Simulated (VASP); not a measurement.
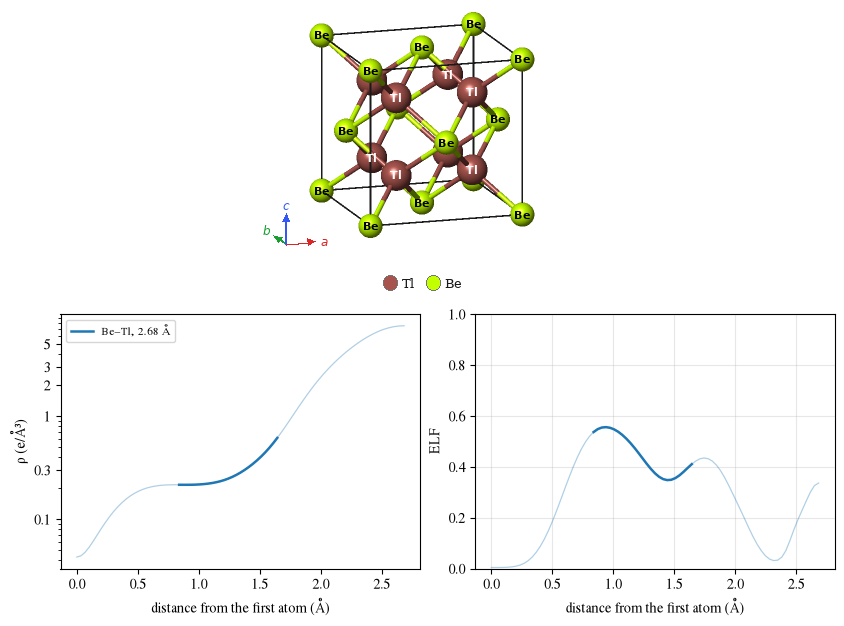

*BeTl₂. Valence electron density and electron localisation function along straight lines between neighbouring atoms. Thin, pale parts lie inside the atomic spheres. The structure is drawn too.*

Space group Fm-3m; a generated structure, not necessarily the stable one; computed pressure about 10 GPa in this cell.

Theory: Kohn-Sham DFT of a periodic cell, PBE, VASP PAW PBE potentials, recommended (VASP 6.6.1).

The density is the valence pseudo-density of a PAW calculation; it isn't the true density close to the nuclei.

What can be read from the curves?

Answer. Be–Tl (2.68 Å): ρ at the midpoint is about 0.28 e/Å³, with its minimum of 0.22 e/Å³ about 0.9 Å from Be; the ELF is about 0.35 at the midpoint.
